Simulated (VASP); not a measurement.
Band structure of Al (fcc). All values below come from vdW-DF-cx, VASP's PBE PAW potentials (set 64) (plane waves; VASP).

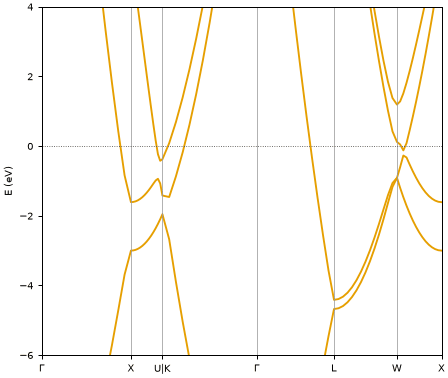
*Bands along high-symmetry lines, zero at the valence-band maximum or, without a gap, the Fermi level*

Question: Read the plot: is there a gap, and where are the band edges?

Answer: It has no gap at this level: it comes out as a metal or semimetal. (Edges off the drawn lines would not show.)

The compound is Al in the fcc structure. It was relaxed first.
